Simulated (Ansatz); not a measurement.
# CH3Al (triplet): wB97M-V, B2PLYP, RPA-PBE over vertical spin and charge gaps and displaced geometries, cc-pVDZ, part 2 of 2

Ansatz 0.2.0, Gaussian basis; cc-pVDZ, all electrons in the functionals, frozen cores in the correlation of double hybrids and RPA.

**13. B2PLYP, charge 1, quartet**

Contents of in.yaml:

```yaml
crystal:
  periodic: [false, false, false]
  atoms:
    - {symbol: Al, position_ang: [0.000000, 0.000000, 0.574312]}
    - {symbol: C, position_ang: [0.000000, 0.000000, -1.315163]}
    - {symbol: H, position_ang: [0.000000, 1.382040, 1.347560]}
    - {symbol: H, position_ang: [0.000000, -1.382040, 1.347560]}
    - {symbol: H, position_ang: [0.000000, 0.000000, -2.397288]}
basis:
  gaussian: {orbitals: cc-pVDZ}
total_charge: 1
magnetization: {spin_polarized: true, initial_magnetization: 3}
hamiltonian: {xc: {name: B2PLYP}}
correlation: {electrons: outside_noble_gas}
```

Run with:

```console
$ ansatz run in.yaml --threads 1 --pin off --events-out ev --progress --plain --max-ram 2393MiB
```

Output (excerpt; [...] marks lines left out):

```text
Functional definition: B2PLYP
  name "B2PLYP"
  cite "Grimme, J. Chem. Phys. 124, 034108 (2006) doi:10.1063/1.2148954"
  cite "Becke, Phys. Rev. A 38, 3098 (1988) doi:10.1103/PhysRevA.38.3098"
  cite "Lee, Yang & Parr, Phys. Rev. B 37, 785 (1988) doi:10.1103/PhysRevB.37.785"
[...]
443 factors; integrals over basis functions are off by at most 9.2e-4 eV
[...]
mean field -7661.92568141 eV, -281.5705753519 hartree, gradient 3.4e-6 eV, S^2 3.795902; 2 other end points of the search recorded, 0 dependent functions left out
6 core orbitals not correlated: weight in the atoms' cores, before any rotation towards them, 1.000 or more for the frozen orbitals, at most 0.000 for the correlated occupied ones
reference -7661.92582412 eV, -281.5705805965 hartree; 6, 3 occupied and 35, 38 virtual orbitals, 443 factors
second order -4.56014099 eV of doubles, -0.00000000 eV of singles
Total energy: -7663.15706218 eV, -281.6158277609 hartree
```

It took 2 s on 1 thread of Intel Xeon Platinum 8259CL at 2.50GHz, shared host.

From the report: ⟨S²⟩ of the determinant 3.796 (pure quartet: 3.75).

From charge 0, triplet: +1064.4 kJ/mol.

**14. B2PLYP, displaced geometry v1**

Contents of in.yaml:

```yaml
crystal:
  periodic: [false, false, false]
  atoms:
    - {symbol: Al, position_ang: [0.002794, 0.004133, 0.581175]}
    - {symbol: C, position_ang: [0.001961, -0.012009, -1.319453]}
    - {symbol: H, position_ang: [0.049925, 1.429341, 1.300657]}
    - {symbol: H, position_ang: [-0.052852, -1.397553, 1.330459]}
    - {symbol: H, position_ang: [-0.095236, 0.000666, -2.465878]}
basis:
  gaussian: {orbitals: cc-pVDZ}
magnetization: {spin_polarized: true, initial_magnetization: 2}
hamiltonian: {xc: {name: B2PLYP}}
correlation: {electrons: outside_noble_gas}
```

Launched as before.

Output (excerpt; [...] marks lines left out):

```text
Functional definition: B2PLYP
  name "B2PLYP"
  cite "Grimme, J. Chem. Phys. 124, 034108 (2006) doi:10.1063/1.2148954"
  cite "Becke, Phys. Rev. A 38, 3098 (1988) doi:10.1103/PhysRevA.38.3098"
  cite "Lee, Yang & Parr, Phys. Rev. B 37, 785 (1988) doi:10.1103/PhysRevB.37.785"
[...]
443 factors; integrals over basis functions are off by at most 1.1e-3 eV
[...]
mean field -7672.72742469 eV, -281.9675320958 hartree, gradient 5.8e-6 eV, S^2 2.012066; 0 other end points of the search recorded, 0 dependent functions left out
6 core orbitals not correlated: weight in the atoms' cores, before any rotation towards them, 1.000 or more for the frozen orbitals, at most 0.000 for the correlated occupied ones
reference -7672.72756895 eV, -281.9675373974 hartree; 6, 4 occupied and 35, 37 virtual orbitals, 443 factors
second order -5.18596556 eV of doubles, -0.00000000 eV of singles
Total energy: -7674.12777965 eV, -282.0189941916 hartree
```

It took 1.7 s on 1 thread of Intel Xeon Platinum 8259CL at 2.50GHz, shared host.

From the report: ⟨S²⟩ of the determinant 2.012 (pure triplet: 2.00).

From charge 0, triplet: +5.9 kJ/mol.

**15. B2PLYP, displaced geometry v2**

Contents of in.yaml:

```yaml
crystal:
  periodic: [false, false, false]
  atoms:
    - {symbol: Al, position_ang: [0.051967, 0.002448, 0.572347]}
    - {symbol: C, position_ang: [-0.112907, 0.010822, -1.305535]}
    - {symbol: H, position_ang: [-0.036287, 1.360438, 1.349008]}
    - {symbol: H, position_ang: [0.046822, -1.458912, 1.367222]}
    - {symbol: H, position_ang: [-0.056237, -0.096005, -2.480509]}
basis:
  gaussian: {orbitals: cc-pVDZ}
magnetization: {spin_polarized: true, initial_magnetization: 2}
hamiltonian: {xc: {name: B2PLYP}}
correlation: {electrons: outside_noble_gas}
```

Same command.

Output (excerpt; [...] marks lines left out):

```text
Functional definition: B2PLYP
  name "B2PLYP"
  cite "Grimme, J. Chem. Phys. 124, 034108 (2006) doi:10.1063/1.2148954"
  cite "Becke, Phys. Rev. A 38, 3098 (1988) doi:10.1103/PhysRevA.38.3098"
  cite "Lee, Yang & Parr, Phys. Rev. B 37, 785 (1988) doi:10.1103/PhysRevB.37.785"
[...]
443 factors; integrals over basis functions are off by at most 1.3e-3 eV
[...]
mean field -7672.60208897 eV, -281.9629260933 hartree, gradient 4.3e-6 eV, S^2 2.012353; 0 other end points of the search recorded, 0 dependent functions left out
6 core orbitals not correlated: weight in the atoms' cores, before any rotation towards them, 1.000 or more for the frozen orbitals, at most 0.000 for the correlated occupied ones
reference -7672.60223361 eV, -281.9629314086 hartree; 6, 4 occupied and 35, 37 virtual orbitals, 443 factors
second order -5.20793632 eV of doubles, -0.00000000 eV of singles
Total energy: -7674.00837642 eV, -282.0146062036 hartree
```

Run time: 1.8 s. Hardware: 1 thread of Intel Xeon Platinum 8259CL at 2.50GHz, shared host.

From the report: ⟨S²⟩ of the determinant 2.012 (pure triplet: 2.00).

From charge 0, triplet: +17.4 kJ/mol.

**16. RPA-PBE, charge 0, triplet**

Contents of in.yaml:

```yaml
crystal:
  periodic: [false, false, false]
  atoms:
    - {symbol: Al, position_ang: [0.000000, 0.000000, 0.574312]}
    - {symbol: C, position_ang: [0.000000, 0.000000, -1.315163]}
    - {symbol: H, position_ang: [0.000000, 1.382040, 1.347560]}
    - {symbol: H, position_ang: [0.000000, -1.382040, 1.347560]}
    - {symbol: H, position_ang: [0.000000, 0.000000, -2.397288]}
basis:
  gaussian: {orbitals: cc-pVDZ}
magnetization: {spin_polarized: true, initial_magnetization: 2}
hamiltonian: {xc: {name: PBE}}
correlation: {method: rpa, electrons: outside_noble_gas}
```

Same command.

Output (excerpt; [...] marks lines left out):

```text
Functional definition: PBE
  name "PBE"
  cite "Perdew, Burke & Ernzerhof, Phys. Rev. Lett. 77, 3865 (1996) doi:10.1103/PhysRevLett.77.3865"
  parent pbe
[...]
443 factors; integrals over basis functions are off by at most 9.2e-4 eV
[...]
mean field -7673.20517827 eV, -281.9850892161 hartree, gradient 2.8e-6 eV, S^2 2.006832; 0 other end points of the search recorded, 0 dependent functions left out
6 core orbitals not correlated: weight in the atoms' cores, before any rotation towards them, 1.000 or more for the frozen orbitals, at most 0.000 for the correlated occupied ones
reference -7657.75613790 eV, -281.4173474543 hartree; 6, 4 occupied and 35, 37 virtual orbitals, 443 factors
Total energy: -7666.53618276 eV, -281.7400081515 hartree
```

Run time: 1.4 s. Hardware: 1 thread of Intel Xeon Platinum 8259CL at 2.50GHz, shared host.

From the report: ⟨S²⟩ of the determinant 2.007 (pure triplet: 2.00).

**17. RPA-PBE, charge 0, singlet**

Edit in.yaml of step 16 so:

```diff
@@ -10,3 +10,3 @@
   gaussian: {orbitals: cc-pVDZ}
-magnetization: {spin_polarized: true, initial_magnetization: 2}
+magnetization: {spin_polarized: true, initial_magnetization: 0}
 hamiltonian: {xc: {name: PBE}}
```

Same command.

Output (excerpt; [...] marks lines left out):

```text
Functional definition: PBE
  name "PBE"
  cite "Perdew, Burke & Ernzerhof, Phys. Rev. Lett. 77, 3865 (1996) doi:10.1103/PhysRevLett.77.3865"
  parent pbe
[...]
443 factors; integrals over basis functions are off by at most 9.2e-4 eV
[...]
mean field -7672.86634370 eV, -281.9726372755 hartree, gradient 2.7e-6 eV, S^2 0.926598; 9 other end points of the search recorded, 0 dependent functions left out
6 core orbitals not correlated: weight in the atoms' cores, before any rotation towards them, 1.000 or more for the frozen orbitals, at most 0.000 for the correlated occupied ones
reference -7657.00087705 eV, -281.3895921299 hartree; 5, 5 occupied and 36, 36 virtual orbitals, 443 factors
Total energy: -7666.12721767 eV, -281.7249789616 hartree
```

Run time: 7.5 s. Hardware: 1 thread of Intel Xeon Platinum 8259CL at 2.50GHz, shared host.

From the report: ⟨S²⟩ of the determinant 0.927 (pure singlet: 0.00). The determinant of RPA-PBE (⟨S²⟩ 0.93) is far from a pure spin state, so its energy mixes those of several spin states; that is harmless only where they are near-degenerate.

From charge 0, triplet: +39.5 kJ/mol.

**18. RPA-PBE, charge 0, quintet**

Edit in.yaml of step 17 so:

```diff
@@ -10,3 +10,3 @@
   gaussian: {orbitals: cc-pVDZ}
-magnetization: {spin_polarized: true, initial_magnetization: 0}
+magnetization: {spin_polarized: true, initial_magnetization: 4}
 hamiltonian: {xc: {name: PBE}}
```

Same command.

Output (excerpt; [...] marks lines left out):

```text
Functional definition: PBE
  name "PBE"
  cite "Perdew, Burke & Ernzerhof, Phys. Rev. Lett. 77, 3865 (1996) doi:10.1103/PhysRevLett.77.3865"
  parent pbe
[...]
443 factors; integrals over basis functions are off by at most 9.2e-4 eV
[...]
mean field -7667.79703540 eV, -281.7863436316 hartree, gradient 2.3e-7 eV, S^2 6.010280; 10 other end points of the search recorded, 0 dependent functions left out
6 core orbitals not correlated: weight in the atoms' cores, before any rotation towards them, 1.000 or more for the frozen orbitals, at most 0.000 for the correlated occupied ones
reference -7651.84241426 eV, -281.2000221191 hartree; 7, 3 occupied and 34, 38 virtual orbitals, 443 factors
Total energy: -7661.05218842 eV, -281.5384750768 hartree
```

It took 6.5 s on 1 thread of Intel Xeon Platinum 8259CL at 2.50GHz, shared host.

From the report: ⟨S²⟩ of the determinant 6.010 (pure quintet: 6.00).

From charge 0, triplet: +529.1 kJ/mol.

**19. RPA-PBE, charge 1, doublet**

Edit in.yaml of step 18 so:

```diff
@@ -10,3 +10,4 @@
   gaussian: {orbitals: cc-pVDZ}
-magnetization: {spin_polarized: true, initial_magnetization: 4}
+total_charge: 1
+magnetization: {spin_polarized: true, initial_magnetization: 1}
 hamiltonian: {xc: {name: PBE}}
```

Launched as before.

Output (excerpt; [...] marks lines left out):

```text
Functional definition: PBE
  name "PBE"
  cite "Perdew, Burke & Ernzerhof, Phys. Rev. Lett. 77, 3865 (1996) doi:10.1103/PhysRevLett.77.3865"
  parent pbe
[...]
443 factors; integrals over basis functions are off by at most 9.2e-4 eV
[...]
mean field -7664.10625437 eV, -281.6507099302 hartree, gradient 9.8e-6 eV, S^2 0.885456; 11 other end points of the search recorded, 0 dependent functions left out
6 core orbitals not correlated: weight in the atoms' cores, before any rotation towards them, 1.000 or more for the frozen orbitals, at most 0.000 for the correlated occupied ones
reference -7648.16830562 eV, -281.0650011167 hartree; 5, 4 occupied and 36, 37 virtual orbitals, 443 factors
Total energy: -7657.39355128 eV, -281.4040226419 hartree
```

It took 6 s on 1 thread of Intel Xeon Platinum 8259CL at 2.50GHz, shared host.

From the report: ⟨S²⟩ of the determinant 0.885 (pure doublet: 0.75).

From charge 0, triplet: +882.1 kJ/mol.

**20. RPA-PBE, charge 1, quartet**

Edit in.yaml of step 19 so:

```diff
@@ -11,3 +11,3 @@
 total_charge: 1
-magnetization: {spin_polarized: true, initial_magnetization: 1}
+magnetization: {spin_polarized: true, initial_magnetization: 3}
 hamiltonian: {xc: {name: PBE}}
```

The command is unchanged.

Output (excerpt; [...] marks lines left out):

```text
Functional definition: PBE
  name "PBE"
  cite "Perdew, Burke & Ernzerhof, Phys. Rev. Lett. 77, 3865 (1996) doi:10.1103/PhysRevLett.77.3865"
  parent pbe
[...]
443 factors; integrals over basis functions are off by at most 9.2e-4 eV
[...]
mean field -7662.41125922 eV, -281.5884200074 hartree, gradient 8.7e-8 eV, S^2 3.764454; 5 other end points of the search recorded, 0 dependent functions left out
6 core orbitals not correlated: weight in the atoms' cores, before any rotation towards them, 1.000 or more for the frozen orbitals, at most 0.000 for the correlated occupied ones
reference -7647.12124255 eV, -281.0265222586 hartree; 6, 3 occupied and 35, 38 virtual orbitals, 443 factors
Total energy: -7655.69361738 eV, -281.3415512232 hartree
```

Wall time 3.2 s (1 thread of Intel Xeon Platinum 8259CL at 2.50GHz, shared host).

From the report: ⟨S²⟩ of the determinant 3.764 (pure quartet: 3.75).

From charge 0, triplet: +1046.1 kJ/mol.

**21. RPA-PBE, displaced geometry v1**

Contents of in.yaml:

```yaml
crystal:
  periodic: [false, false, false]
  atoms:
    - {symbol: Al, position_ang: [0.002794, 0.004133, 0.581175]}
    - {symbol: C, position_ang: [0.001961, -0.012009, -1.319453]}
    - {symbol: H, position_ang: [0.049925, 1.429341, 1.300657]}
    - {symbol: H, position_ang: [-0.052852, -1.397553, 1.330459]}
    - {symbol: H, position_ang: [-0.095236, 0.000666, -2.465878]}
basis:
  gaussian: {orbitals: cc-pVDZ}
magnetization: {spin_polarized: true, initial_magnetization: 2}
hamiltonian: {xc: {name: PBE}}
correlation: {method: rpa, electrons: outside_noble_gas}
```

Same command.

Output (excerpt; [...] marks lines left out):

```text
Functional definition: PBE
  name "PBE"
  cite "Perdew, Burke & Ernzerhof, Phys. Rev. Lett. 77, 3865 (1996) doi:10.1103/PhysRevLett.77.3865"
  parent pbe
[...]
443 factors; integrals over basis functions are off by at most 1.1e-3 eV
[...]
mean field -7673.17613867 eV, -281.9840220305 hartree, gradient 2.6e-6 eV, S^2 2.007431; 0 other end points of the search recorded, 0 dependent functions left out
6 core orbitals not correlated: weight in the atoms' cores, before any rotation towards them, 1.000 or more for the frozen orbitals, at most 0.000 for the correlated occupied ones
reference -7657.65948528 eV, -281.4137955358 hartree; 6, 4 occupied and 35, 37 virtual orbitals, 443 factors
Total energy: -7666.50838200 eV, -281.7389864924 hartree
```

Run time: 1.4 s. Hardware: 1 thread of Intel Xeon Platinum 8259CL at 2.50GHz, shared host.

From the report: ⟨S²⟩ of the determinant 2.007 (pure triplet: 2.00).

From charge 0, triplet: +2.7 kJ/mol.

**22. RPA-PBE, displaced geometry v2**

Contents of in.yaml:

```yaml
crystal:
  periodic: [false, false, false]
  atoms:
    - {symbol: Al, position_ang: [0.051967, 0.002448, 0.572347]}
    - {symbol: C, position_ang: [-0.112907, 0.010822, -1.305535]}
    - {symbol: H, position_ang: [-0.036287, 1.360438, 1.349008]}
    - {symbol: H, position_ang: [0.046822, -1.458912, 1.367222]}
    - {symbol: H, position_ang: [-0.056237, -0.096005, -2.480509]}
basis:
  gaussian: {orbitals: cc-pVDZ}
magnetization: {spin_polarized: true, initial_magnetization: 2}
hamiltonian: {xc: {name: PBE}}
correlation: {method: rpa, electrons: outside_noble_gas}
```

Launched as before.

Output (excerpt; [...] marks lines left out):

```text
Functional definition: PBE
  name "PBE"
  cite "Perdew, Burke & Ernzerhof, Phys. Rev. Lett. 77, 3865 (1996) doi:10.1103/PhysRevLett.77.3865"
  parent pbe
[...]
443 factors; integrals over basis functions are off by at most 1.3e-3 eV
[...]
mean field -7673.07764049 eV, -281.9804022890 hartree, gradient 1.3e-6 eV, S^2 2.007538; 0 other end points of the search recorded, 0 dependent functions left out
6 core orbitals not correlated: weight in the atoms' cores, before any rotation towards them, 1.000 or more for the frozen orbitals, at most 0.000 for the correlated occupied ones
reference -7657.51254499 eV, -281.4083955799 hartree; 6, 4 occupied and 35, 37 virtual orbitals, 443 factors
Total energy: -7666.39862202 eV, -281.7349528877 hartree
```

Wall time 1.4 s (1 thread of Intel Xeon Platinum 8259CL at 2.50GHz, shared host).

From the report: ⟨S²⟩ of the determinant 2.008 (pure triplet: 2.00).

From charge 0, triplet: +13.3 kJ/mol.

**23. The comparison**

The yardstick is UCCSDT(Q), where the cluster series has nearly closed. It comes from earlier runs at the same points. Energies in kJ/mol, counted from charge 0, triplet; blanks weren't run or aren't comparable.

```tsv
level	triplet to singlet	triplet to quintet	ionisation to the doublet cation	ionisation to the quartet cation	displacement v1	displacement v2
UCCSDT(Q)			892.3	1069.3	4.1	15.2
wB97M-V	50.2	586.2	903.6	1075.3	5.9	17.5
B2PLYP	37.3	573.0	895.6	1064.4	5.9	17.4
RPA-PBE	39.5	529.1	882.1	1046.1	2.7	13.3
```

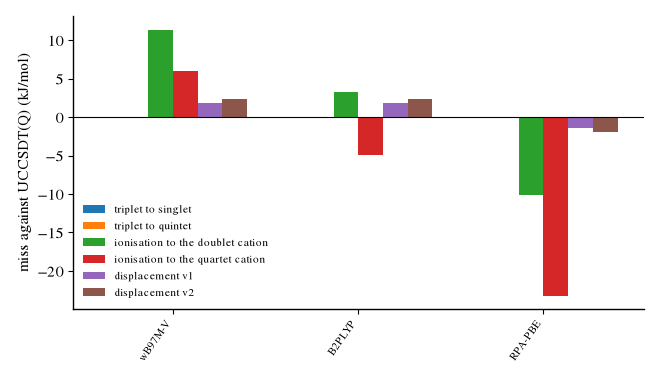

Misses of the gaps against UCCSDT(Q).

Largest miss and mean time a point (UCCSDT(Q) took 36 s a point; shared hosts):

```tsv
level	largest miss (kJ/mol)	where	time a point
wB97M-V	+11.3	ionisation to the doublet cation	7.8 s
B2PLYP	-4.9	ionisation to the quartet cation	2.5 s
RPA-PBE	-23.2	ionisation to the quartet cation	3.9 s
```

**24. Summary of results**

The summary covers parts 1 to 2.

| quantity | value |
| --- | --- |
| ionisation to the doublet cation, UCCSDT(Q) | 892.3 kJ/mol |
| ionisation to the quartet cation, UCCSDT(Q) | 1069.3 kJ/mol |
| displacement v1, UCCSDT(Q) | 4.1 kJ/mol |
| displacement v2, UCCSDT(Q) | 15.2 kJ/mol |
| largest miss, wB97M-V | +11.3 kJ/mol (ionisation to the doublet cation) |
| largest miss, B2PLYP | -4.9 kJ/mol (ionisation to the quartet cation) |
| largest miss, RPA-PBE | -23.2 kJ/mol (ionisation to the quartet cation) |

Misses are known at 4 of 6 points at best, and only functionals with that many are ranked. Of the functionals, B2PLYP keep the smallest largest miss at the points compared (at most 4.9 kJ/mol) and RPA-PBE strays most (23.2 kJ/mol, at ionisation to the quartet cation). wB97M-V, B2PLYP, RPA-PBE clearly break the spin symmetry at some points (⟨S²⟩ up to 0.96 above the pure value), so energy there is bought with a mixed spin. Functionals and the yardstick converge differently with the basis, so part of each miss in cc-pVDZ is the basis. The program flags that the yardstick's amplitudes may have other solutions at some points.
